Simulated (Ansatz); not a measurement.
**BrCl₃Zr: density, localisation and related maps**

```xyz
5

Br    0.9723    2.7631    0.0946
Cl   -2.1432    1.5408    2.1158
Cl   -1.8120    0.5510   -1.5303
Cl   -2.6196    4.1394   -0.6051
Zr   -1.4410    2.2398    0.0174
```

Geometry: PBE0-D4/def2-SVP; core potentials replace the inner electrons of Zr.

Computed with isolated molecule in a Gaussian basis; Kohn-Sham density functional theory, functional PBE0 in Ansatz.

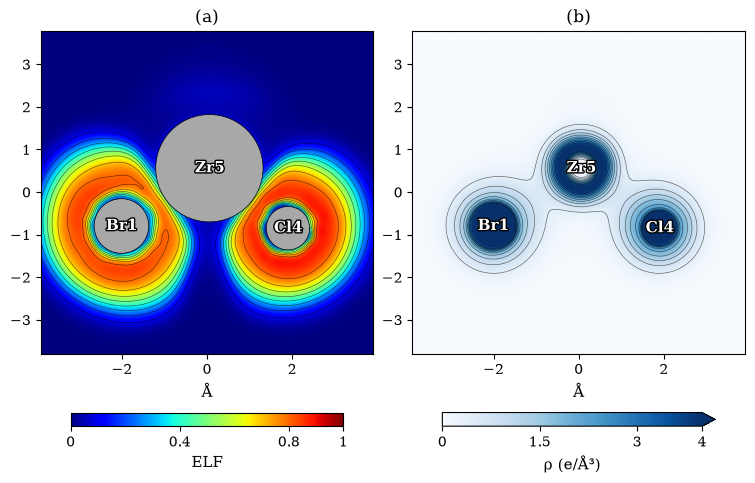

Figure 1. (a) electron localisation function; (b) electron density on the plane of atoms Br1, Zr5 and Cl4. Grey discs cover the atomic cores in the ELF map.

> Read the bonding off the picture.

The section cuts through Br, Cl and Zr sites. Zr–Cl (2.32 Å): ρ at the midpoint is about 0.65 e/Å³; the ELF peaks at about 0.85 in the valence shell of Cl, 0.8 Å from its nucleus, and is about 0.35 at the midpoint. Zr–Br (2.47 Å): ρ is about 0.57 e/Å³ halfway; the ELF peaks at about 0.75 in the valence shell of Br, 1.0 Å from its nucleus, and is about 0.45 at the midpoint.

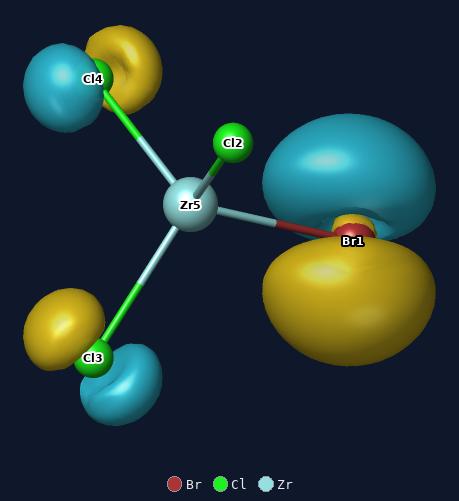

Figure 2. The HOMO at ±0.15 Å⁻³ᐟ² (yellow and cyan are the two phases), seen at a tilt.

> Describe this orbital and give its energy.

By Hirshfeld shares it lies mainly on Br1 (about 70 %), Cl3 (about 10 %) and Cl4 (about 10 %); largely a lone pair of Br1. It is one of a degenerate set, so its orientation is arbitrary. Its energy is −9.25 eV.

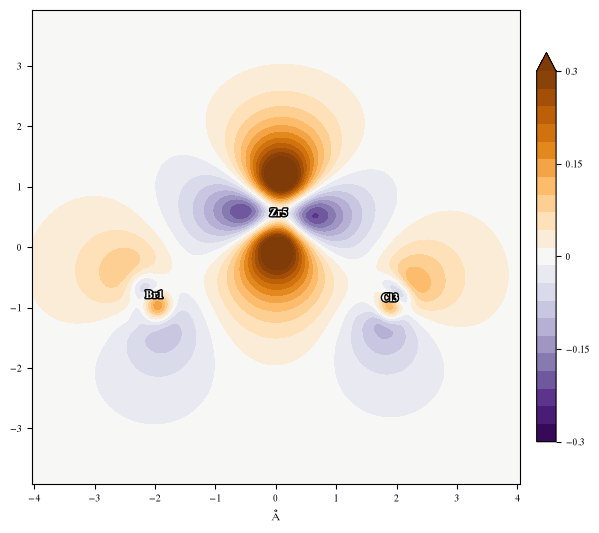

Figure 3. The LUMO on the plane of atoms Br1, Zr5 and Cl3 (values in Å⁻³ᐟ²; the overall sign is arbitrary).

> Where does this orbital lie, and at what energy?

Its weight (Hirshfeld) is mainly on Zr5 (about 65 %), Br1 (about 10 %), Cl3 (about 10 %), Cl2 (about 10 %) and Cl4 (about 10 %). It is one of a degenerate set, so its orientation is arbitrary. Its energy is −2.80 eV.
